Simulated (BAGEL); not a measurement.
**CH3BClFO (SMILES BC(O)(F)Cl): PBE0/def2-SVP (density fitting with qzvpp-jkfit)**

What is the energy change on altering one bond length of CH3BClFO at PBE0/def2-SVP (density fitting with qzvpp-jkfit)? 

The results are computed with BAGEL 1.2.2.

1 further run of the same task is left out (set aside as unsound or not needed). Runs told in other sessions of the task aren't counted.

**1. Starting point**

CH3BClFO: 8 atoms, total charge 0, spin state singlet. SMILES: `BC(O)(F)Cl`. The shape is that of a PBE0-D4/def2-TZVP optimisation. This is one conformer, not always the lowest.

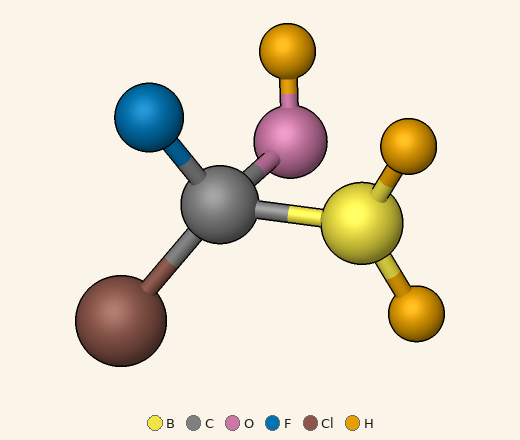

The structure, seen from a chosen angle (boron yellow, carbon grey, oxygen pink, fluorine blue, chlorine brown, hydrogen amber).

**2. The energy at PBE0/def2-SVP (density fitting with qzvpp-jkfit)**

Input file dft.json:

```json
{ "bagel" : [

{
  "title" : "molecule",
  "basis" : "svp",
  "df_basis" : "qzvpp-jkfit",
  "angstrom" : true,
  "geometry" : [
    { "atom" : "B", "xyz" : [   -0.496700,    0.835900,    0.196700 ] },
    { "atom" : "C", "xyz" : [    0.656000,   -0.125700,   -0.169000 ] },
    { "atom" : "O", "xyz" : [   -0.573100,   -0.892300,   -0.337200 ] },
    { "atom" : "F", "xyz" : [    1.403700,   -0.711800,    0.783800 ] },
    { "atom" : "Cl", "xyz" : [    1.548100,   -0.091800,   -1.664700 ] },
    { "atom" : "H", "xyz" : [   -0.796500,    0.892200,    1.348900 ] },
    { "atom" : "H", "xyz" : [   -0.991600,    1.504400,   -0.650000 ] },
    { "atom" : "H", "xyz" : [   -0.657600,   -1.468100,    0.435900 ] }
  ]
},
{
  "title" : "ks",
  "xc_func" : "pbe0"
},
{
  "title" : "print",
  "file" : "orbitals.molden",
  "orbitals" : true
}

]}
```

On the command line:

```console
$ BAGEL_NUM_THREADS=1 BAGEL dft.json > dft.out
```

Log:

```text
* using 1 threads per process

  ===============================================================
  ===============================================================

  *** Geometry ***

  { "atom" : "B", "xyz" : [     -0.938627,      1.579622,      0.371709 ] },
  { "atom" : "C", "xyz" : [      1.239660,     -0.237539,     -0.319364 ] },
  { "atom" : "O", "xyz" : [     -1.083002,     -1.686203,     -0.637216 ] },
  { "atom" : "F", "xyz" : [      2.652609,     -1.345107,      1.481167 ] },
  { "atom" : "Cl", "xyz" : [      2.925485,     -0.173477,     -3.145827 ] },
  { "atom" : "H", "xyz" : [     -1.505167,      1.686014,      2.549052 ] },
  { "atom" : "H", "xyz" : [     -1.873852,      2.842904,     -1.228322 ] },
  { "atom" : "H", "xyz" : [     -1.242684,     -2.774307,      0.823732 ] },

  Number of auxiliary basis functions:      486

  Since a DF basis is specified, we compute 2- and 3-index integrals:
    o Being stored without compression. Storage requirement is 0.031 GB

  Number of basis functions:       89
  Number of electrons      :       48

    * METHOD: MOLECULE                             0.25

  *** Kohn-Sham DFT ***

    * Removing 16146 points whose weight is below 1.00e-10
    * Grid points: 103102

  === Nuclear Repulsion ===
   223.9387327252

       - DIIS with orbital gradients will be used.

  === KS iteration (pbe0 / svp) ===
      0       -666.63626952          0.12756829           0.46
      1       -606.56678017          0.18752431           0.44
      2       -637.93999213          0.19196695           0.44
      3       -689.19514860          0.08679431           0.44
      4       -693.79357143          0.09473573           0.44
      5       -699.04210195          0.01841317           0.45
      6       -699.13934698          0.01398207           0.44
      7       -699.23379936          0.00598237           0.44
      8       -699.25025447          0.00244163           0.45
      9       -699.25324744          0.00078507           0.45
     10       -699.25359074          0.00017339           0.45
     11       -699.25360258          0.00012344           0.45
     12       -699.25361002          0.00003245           0.45
     13       -699.25361054          0.00001009           0.44
     14       -699.25361058          0.00000674           0.41
     15       -699.25361060          0.00000130           0.43
     16       -699.25361060          0.00000046           0.43
     17       -699.25361060          0.00000025           0.42
     18       -699.25361060          0.00000006           0.44
     19       -699.25361060          0.00000002           0.44
     20       -699.25361060          0.00000001           0.42
     21       -699.25361060          0.00000001           0.43
    * SCF iteration converged.

    * Permanent dipole moment:
           (    0.265116,     0.503789,    -0.405884) a.u.

    * METHOD: KS                                  10.26

    * METHOD: PRINT                                0.02

  ===============================================================
```

It took 11 s on 1 thread of Arm Neoverse V1, shared host; peak memory 0.44 GiB.

**3. The distorted shape, same level**

Input file input.json:

```json
{ "bagel": [

{
  "title": "molecule",
  "basis": "svp",
  "df_basis": "qzvpp-jkfit",
  "angstrom": true,
  "geometry": [
    { "atom": "B", "xyz": [      -0.842478,       1.124353,       0.306400 ] },
    { "atom": "C", "xyz": [       0.656000,      -0.125700,      -0.169000 ] },
    { "atom": "O", "xyz": [      -0.573100,      -0.892300,      -0.337200 ] },
    { "atom": "F", "xyz": [       1.403700,      -0.711800,       0.783800 ] },
    { "atom": "Cl", "xyz": [       1.548100,      -0.091800,      -1.664700 ] },
    { "atom": "H", "xyz": [      -1.142278,       1.180653,       1.458600 ] },
    { "atom": "H", "xyz": [      -1.337378,       1.792853,      -0.540300 ] },
    { "atom": "H", "xyz": [      -0.657600,      -1.468100,       0.435900 ] }
  ]
},

{ "title": "ks", "xc_func": "pbe0", "charge": 0 },

{ "title": "print", "file": "orbitals.molden", "orbitals": true }

]}
```

On the command line:

```console
$ BAGEL_NUM_THREADS=1 BAGEL input.json > input.out
```

Log:

```text
* using 1 threads per process

  ===============================================================
  ===============================================================

  *** Geometry ***

  { "atom" : "B", "xyz" : [     -1.592053,      2.124719,      0.579012 ] },
  { "atom" : "C", "xyz" : [      1.239660,     -0.237539,     -0.319364 ] },
  { "atom" : "O", "xyz" : [     -1.083002,     -1.686203,     -0.637216 ] },
  { "atom" : "F", "xyz" : [      2.652609,     -1.345107,      1.481167 ] },
  { "atom" : "Cl", "xyz" : [      2.925485,     -0.173477,     -3.145827 ] },
  { "atom" : "H", "xyz" : [     -2.158593,      2.231111,      2.756355 ] },
  { "atom" : "H", "xyz" : [     -2.527278,      3.388001,     -1.021019 ] },
  { "atom" : "H", "xyz" : [     -1.242684,     -2.774307,      0.823732 ] },

  Number of auxiliary basis functions:      486

  Since a DF basis is specified, we compute 2- and 3-index integrals:
    o Being stored without compression. Storage requirement is 0.031 GB

  Number of basis functions:       89
  Number of electrons      :       48

    * METHOD: MOLECULE                             0.25

  *** Kohn-Sham DFT ***

    * Removing 15108 points whose weight is below 1.00e-10
    * Grid points: 104140

  === Nuclear Repulsion ===
   214.6166615521

       - DIIS with orbital gradients will be used.

  === KS iteration (pbe0 / svp) ===
      0       -665.32513115          0.12484465           0.45
      1       -594.31396033          0.16479383           0.43
      2       -640.40108879          0.16150034           0.43
      3       -689.23571036          0.07194863           0.43
      4       -696.70565212          0.06803787           0.43
      5       -696.40087083          0.04560839           0.44
      6       -699.01667667          0.01607882           0.43
      7       -699.16436270          0.00605580           0.43
      8       -699.19161434          0.00261463           0.44
      9       -699.19558341          0.00172330           0.44
     10       -699.19707217          0.00053870           0.44
     11       -699.19727486          0.00031664           0.43
     12       -699.19732496          0.00009104           0.45
     13       -699.19732979          0.00003511           0.43
     14       -699.19733040          0.00000699           0.45
     15       -699.19733043          0.00000230           0.44
     16       -699.19733043          0.00000158           0.43
     17       -699.19733043          0.00000034           0.44
     18       -699.19733043          0.00000017           0.44
     19       -699.19733043          0.00000015           0.44
     20       -699.19733043          0.00000006           0.44
     21       -699.19733043          0.00000002           0.44
     22       -699.19733043          0.00000001           0.44
     23       -699.19733043          0.00000000           0.44
    * SCF iteration converged.

    * Permanent dipole moment:
           (    0.503512,     0.224501,    -0.517315) a.u.

    * METHOD: KS                                  11.05

    * METHOD: PRINT                                0.02

  ===============================================================
```

Run time: 12 s. Hardware: 1 thread of Arm Neoverse V1, shared host; peak memory 0.45 GiB.

**4. What came out**

Level: PBE0/def2-SVP (density fitting with qzvpp-jkfit).

| quantity | value |
| --- | --- |
| first shape: total energy | -699.25361 Eh |
| first shape: dipole moment | 1.78 D |
| first shape: HOMO energy | -8.51 eV |
| first shape: LUMO energy | -0.02 eV |
| first shape: HOMO–LUMO gap | 8.49 eV |
| distorted shape: total energy | -699.19733 Eh |
| distorted shape: dipole moment | 1.92 D |
| distorted shape: HOMO energy | -7.29 eV |
| distorted shape: LUMO energy | -1.25 eV |
| distorted shape: HOMO–LUMO gap | 6.04 eV |
| energy change with the B1–C2 bond stretched from 1.545 to 2.009 Å | 1.531 eV |

In words: With the B1–C2 bond stretched from 1.545 to 2.009 Å the energy rises by 1.53 eV (35 kcal/mol). The first shape isn't relaxed at this level, so the change isn't measured from a minimum.
